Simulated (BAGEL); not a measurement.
# CH6AlN (SMILES C[NH][AlH2]) at 4 levels

Aim: a comparison of 4 runs (B3LYP/6-31G*, B3LYP/def2-SVPD, PBE0/def2-SVPD, RI-MP2/def2-SVPD) of CH6AlN. 

The calculation is run with BAGEL 1.2.2.

2 further runs of the same task are left out: 2 set aside as unsound or not needed. Runs told in other sessions of the task aren't counted.

### Step 1. The system as given

CH6AlN has 9 atoms, charge 0, and is taken as a singlet. As SMILES, `C[NH][AlH2]`. Geometry: relaxed at PBE0-D4/def2-TZVP.

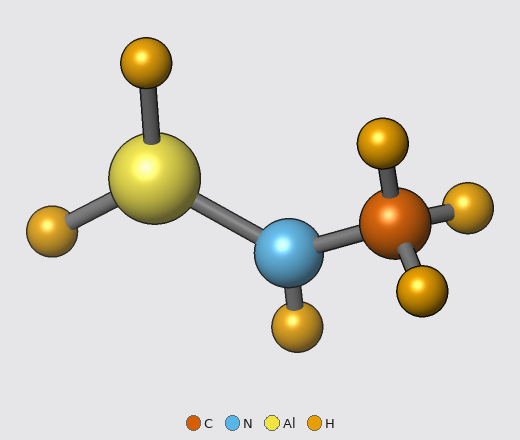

Viewed from a chosen angle; carbon orange, nitrogen blue, aluminium yellow, hydrogen amber.

### Step 2. The energy at B3LYP/6-31G(d) (density fitting with qzvpp-jkfit, spherical functions) (run 1)

The input, job.json:

```json
{ "bagel" : [

{
  "title" : "molecule",
  "basis" : "6-31gs.json",
  "df_basis" : "qzvpp-jkfit",
  "angstrom" : true,
  "geometry" : [
    { "atom" : "C", "xyz" : [      -0.384500,       0.934700,      -0.771700 ] },
    { "atom" : "N", "xyz" : [       0.340000,      -0.253200,      -0.374200 ] },
    { "atom" : "Al", "xyz" : [       0.335300,      -1.074400,       1.190900 ] },
    { "atom" : "H", "xyz" : [      -1.074800,       0.743900,      -1.602200 ] },
    { "atom" : "H", "xyz" : [       0.284400,       1.748600,      -1.076000 ] },
    { "atom" : "H", "xyz" : [      -0.981000,       1.302600,       0.066800 ] },
    { "atom" : "H", "xyz" : [       0.905500,      -0.619100,      -1.126300 ] },
    { "atom" : "H", "xyz" : [       1.234400,      -2.369900,       1.339700 ] },
    { "atom" : "H", "xyz" : [      -0.570900,      -0.459500,       2.335900 ] }
  ]
},

{ "title" : "ks", "xc_func" : "b3lyp" },

{ "title" : "print", "file" : "orbitals.molden", "orbitals" : true }

]}
```

The basis set 6-31G* is read from a file made from the Basis Set Exchange's data (not shown).

On the command line:

```console
$ BAGEL_NUM_THREADS=1 BAGEL job.json > job.out
```

Log:

```text
* using 1 threads per process

  ===============================================================
  ===============================================================

  *** Geometry ***

  { "atom" : "C", "xyz" : [     -0.726600,      1.766327,     -1.458302 ] },
  { "atom" : "N", "xyz" : [      0.642507,     -0.478479,     -0.707136 ] },
  { "atom" : "Al", "xyz" : [      0.633625,     -2.030322,      2.250475 ] },
  { "atom" : "H", "xyz" : [     -2.031078,      1.405767,     -3.027719 ] },
  { "atom" : "H", "xyz" : [      0.537438,      3.304375,     -2.033345 ] },
  { "atom" : "H", "xyz" : [     -1.853821,      2.461557,      0.126234 ] },
  { "atom" : "H", "xyz" : [      1.711147,     -1.169929,     -2.128399 ] },
  { "atom" : "H", "xyz" : [      2.332678,     -4.478462,      2.531666 ] },
  { "atom" : "H", "xyz" : [     -1.078845,     -0.868329,      4.414211 ] },

  Number of auxiliary basis functions:      388

  Since a DF basis is specified, we compute 2- and 3-index integrals:
    o Being stored without compression. Storage requirement is 0.010 GB

  Number of basis functions:       58
  Number of electrons      :       32

    * METHOD: MOLECULE                             0.11

  *** Kohn-Sham DFT ***

    * Removing 15195 points whose weight is below 1.00e-10
    * Grid points: 118959

  === Nuclear Repulsion ===
   100.7266477967

       - DIIS with orbital gradients will be used.

  === KS iteration (b3lyp / 6-31gs.json) ===
      0       -315.34831042          0.19080794           0.20
      1       -317.16081789          0.10753136           0.19
      2       -318.81583723          0.18311416           0.19
      3       -328.14626102          0.13536901           0.19
      4       -330.41750187          0.13514053           0.19
      5       -329.90714034          0.13283625           0.19
      6       -329.84071948          0.12861888           0.19
      7       -308.62923711          0.17331028           0.19
      8       -338.47319016          0.03272454           0.19
      9       -338.83588854          0.01635744           0.19
     10       -338.88595261          0.00996395           0.19
     11       -338.90827225          0.00194311           0.19
     12       -338.90937961          0.00074497           0.19
     13       -338.90952529          0.00011448           0.19
     14       -338.90952860          0.00002902           0.19
     15       -338.90952878          0.00000578           0.19
     16       -338.90952879          0.00000304           0.19
     17       -338.90952879          0.00000059           0.19
     18       -338.90952879          0.00000014           0.19
     19       -338.90952879          0.00000005           0.20
     20       -338.90952879          0.00000001           0.19
    * SCF iteration converged.

    * Permanent dipole moment:
           (   -0.034348,    -0.226056,     0.508999) a.u.

    * METHOD: KS                                   4.49

    * METHOD: PRINT                                0.01

  ===============================================================
```

Run time: 4.8 s. Hardware: 1 thread of Arm Neoverse V2, shared host; peak memory 0.33 GiB.

### Step 3. The energy at B3LYP/def2-SVPD (density fitting with qzvpp-jkfit) (run 2)

The input, input.json:

```json
{ "bagel": [

{
  "title": "molecule",
  "basis": "def2-svpd.json",
  "df_basis": "qzvpp-jkfit",
  "angstrom": true,
  "geometry": [
    { "atom": "C", "xyz": [   -0.384500,    0.934700,   -0.771700 ] },
    { "atom": "N", "xyz": [    0.340000,   -0.253200,   -0.374200 ] },
    { "atom": "Al", "xyz": [    0.335300,   -1.074400,    1.190900 ] },
    { "atom": "H", "xyz": [   -1.074800,    0.743900,   -1.602200 ] },
    { "atom": "H", "xyz": [    0.284400,    1.748600,   -1.076000 ] },
    { "atom": "H", "xyz": [   -0.981000,    1.302600,    0.066800 ] },
    { "atom": "H", "xyz": [    0.905500,   -0.619100,   -1.126300 ] },
    { "atom": "H", "xyz": [    1.234400,   -2.369900,    1.339700 ] },
    { "atom": "H", "xyz": [   -0.570900,   -0.459500,    2.335900 ] }
  ]
},
{ "title": "ks", "xc_func": "b3lyp" },
{ "title": "print", "file": "orbitals.molden", "orbitals": true }

]}
```

The basis set def2-SVPD is read from a file made from the Basis Set Exchange's data (not shown).

On the command line:

```console
$ BAGEL_NUM_THREADS=1 BAGEL input.json > input.out
```

Log:

```text
* using 1 threads per process

  ===============================================================
  ===============================================================

  *** Geometry ***

  { "atom" : "C", "xyz" : [     -0.726600,      1.766327,     -1.458302 ] },
  { "atom" : "N", "xyz" : [      0.642507,     -0.478479,     -0.707136 ] },
  { "atom" : "Al", "xyz" : [      0.633625,     -2.030322,      2.250475 ] },
  { "atom" : "H", "xyz" : [     -2.031078,      1.405767,     -3.027719 ] },
  { "atom" : "H", "xyz" : [      0.537438,      3.304375,     -2.033345 ] },
  { "atom" : "H", "xyz" : [     -1.853821,      2.461557,      0.126234 ] },
  { "atom" : "H", "xyz" : [      1.711147,     -1.169929,     -2.128399 ] },
  { "atom" : "H", "xyz" : [      2.332678,     -4.478462,      2.531666 ] },
  { "atom" : "H", "xyz" : [     -1.078845,     -0.868329,      4.414211 ] },

  Number of auxiliary basis functions:      388

  Since a DF basis is specified, we compute 2- and 3-index integrals:
    o Being stored without compression. Storage requirement is 0.039 GB

  Number of basis functions:      112
  Number of electrons      :       32

    * METHOD: MOLECULE                             0.14

  *** Kohn-Sham DFT ***

    * Removing 15195 points whose weight is below 1.00e-10
    * Grid points: 118959

  === Nuclear Repulsion ===
   100.7266477967

       - DIIS with orbital gradients will be used.

  === KS iteration (b3lyp / def2-svpd.json) ===
      0       -315.05416091          0.11082573           0.35
      1       -314.55223310          0.11612935           0.34
      2       -317.52805810          0.12487464           0.34
      3       -337.35084090          0.04426362           0.34
      4       -338.64275367          0.01838163           0.34
      5       -338.60988972          0.01914612           0.34
      6       -338.64147110          0.01751803           0.34
      7       -338.77548569          0.00655981           0.34
      8       -338.79551134          0.00077405           0.34
      9       -338.79577334          0.00022779           0.34
     10       -338.79579612          0.00003073           0.34
     11       -338.79579666          0.00001080           0.34
     12       -338.79579671          0.00000316           0.34
     13       -338.79579671          0.00000091           0.34
     14       -338.79579672          0.00000016           0.34
     15       -338.79579672          0.00000004           0.34
     16       -338.79579672          0.00000001           0.34
     17       -338.79579672          0.00000000           0.34
    * SCF iteration converged.

    * Permanent dipole moment:
           (   -0.019453,    -0.203029,     0.427496) a.u.

    * METHOD: KS                                   6.74

    * METHOD: PRINT                                0.02

  ===============================================================
```

Wall time 7.2 s (1 thread of Arm Neoverse V2, shared host); peak memory 0.58 GiB.

Run 3 isn't shown in full; the table further down has it.

### Step 4. A single-point energy at RI-MP2/def2-SVPD (density fitting with qzvpp-jkfit) (run 4)

The input, input.json:

```json
{ "bagel" : [

{
  "title" : "molecule",
  "basis" : "def2-svpd.json",
  "df_basis" : "qzvpp-jkfit",
  "angstrom" : "true",
  "geometry" : [
    { "atom" : "C", "xyz" : [      -0.384500,       0.934700,      -0.771700 ] },
    { "atom" : "N", "xyz" : [       0.340000,      -0.253200,      -0.374200 ] },
    { "atom" : "Al", "xyz" : [       0.335300,      -1.074400,       1.190900 ] },
    { "atom" : "H", "xyz" : [      -1.074800,       0.743900,      -1.602200 ] },
    { "atom" : "H", "xyz" : [       0.284400,       1.748600,      -1.076000 ] },
    { "atom" : "H", "xyz" : [      -0.981000,       1.302600,       0.066800 ] },
    { "atom" : "H", "xyz" : [       0.905500,      -0.619100,      -1.126300 ] },
    { "atom" : "H", "xyz" : [       1.234400,      -2.369900,       1.339700 ] },
    { "atom" : "H", "xyz" : [      -0.570900,      -0.459500,       2.335900 ] }
  ]
},

{ "title" : "hf" },

{ "title" : "mp2", "ncore" : 7 }

]}
```

The basis set def2-SVPD is read from a file made from the Basis Set Exchange's data (not shown).

On the command line:

```console
$ BAGEL_NUM_THREADS=1 BAGEL input.json > input.out
```

Log:

```text
* using 1 threads per process

  ===============================================================
  ===============================================================

  *** Geometry ***

  { "atom" : "C", "xyz" : [     -0.726600,      1.766327,     -1.458302 ] },
  { "atom" : "N", "xyz" : [      0.642507,     -0.478479,     -0.707136 ] },
  { "atom" : "Al", "xyz" : [      0.633625,     -2.030322,      2.250475 ] },
  { "atom" : "H", "xyz" : [     -2.031078,      1.405767,     -3.027719 ] },
  { "atom" : "H", "xyz" : [      0.537438,      3.304375,     -2.033345 ] },
  { "atom" : "H", "xyz" : [     -1.853821,      2.461557,      0.126234 ] },
  { "atom" : "H", "xyz" : [      1.711147,     -1.169929,     -2.128399 ] },
  { "atom" : "H", "xyz" : [      2.332678,     -4.478462,      2.531666 ] },
  { "atom" : "H", "xyz" : [     -1.078845,     -0.868329,      4.414211 ] },

  Number of auxiliary basis functions:      388

  Since a DF basis is specified, we compute 2- and 3-index integrals:
    o Being stored without compression. Storage requirement is 0.039 GB

  Number of basis functions:      112
  Number of electrons      :       32

    * METHOD: MOLECULE                             0.15

  *** RHF ***

  === Nuclear Repulsion ===
   100.7266477967

      * DIIS with orbital gradients will be used.

  === RHF iteration (def2-svpd.json) ===
      0       -337.42670805          0.01655113           0.04
      1       -337.54224110          0.01194993           0.04
      2       -337.59997043          0.00150024           0.04
      3       -337.60171200          0.00034554           0.04
      4       -337.60178243          0.00010030           0.04
      5       -337.60178980          0.00002351           0.04
      6       -337.60179044          0.00000687           0.04
      7       -337.60179051          0.00000216           0.04
      8       -337.60179051          0.00000053           0.04
      9       -337.60179051          0.00000014           0.04
     10       -337.60179051          0.00000006           0.04
     11       -337.60179051          0.00000002           0.04
     12       -337.60179051          0.00000001           0.04
    * SCF iteration converged.

    * Permanent dipole moment:
           (   -0.031595,    -0.150278,     0.357440) a.u.

    * METHOD: HF                                   0.68

  *** RHF ***

  === Nuclear Repulsion ===
   100.7266477967

      * DIIS with orbital gradients will be used.

  === RHF iteration (def2-svpd.json) ===
      0       -337.60179051          0.00000000           0.04
    * SCF iteration converged.

    * Permanent dipole moment:
           (   -0.031595,    -0.150278,     0.357441) a.u.

  === DF-MP2 calculation ===

    * freezing 7 orbitals
    * 3-index integral transformation done
    * assembly done

      MP2 correlation energy:   -0.4068025428      0.03

      MP2 total energy:       -338.0085930560

    * METHOD: MP2                                  0.12

  ===============================================================
```

Run time: 1.1 s. Hardware: 1 thread of Arm Neoverse V2, shared host; peak memory 0.12 GiB.

### Step 5. All runs side by side

```csv
run,level,frozen core orbitals,energy (Eh),dipole moment (D),HOMO energy (eV),LUMO energy (eV),wall time
1,"B3LYP/6-31G* (density fitting with qzvpp-jkfit, spherical functions)",–,-338.909529,1.42,-6.46,-0.70,4.8 s
2,B3LYP/def2-SVPD (density fitting with qzvpp-jkfit),–,-338.795797,1.20,-6.71,-0.86,7.2 s
3,PBE0/def2-SVPD (density fitting with qzvpp-jkfit),–,-338.533921,1.18,-6.92,-0.65,6.3 s
4,RI-MP2/def2-SVPD (density fitting with qzvpp-jkfit),7,-338.008593,–,–,–,1.1 s
```

### Step 6. Outcome

| quantity | value |
| --- | --- |
| run 4: total energy | -338.00859 Eh |
| run 4: correlation energy (7 core orbitals frozen) | -406.8 mEh |

**Reading.** Over runs 1, 2, 3 the dipole moment (its size) runs from 1.18 D (PBE0/def2-SVPD) to 1.42 D (B3LYP/6-31G*). The two ends differ in method and basis. Over runs 1, 2, 3 the HOMO–LUMO gap runs from 5.76 eV (B3LYP/6-31G*) to 6.27 eV (PBE0/def2-SVPD). Totals of different functionals can't be ranked against each other. All runs together took 19 s, the longest 7.2 s.
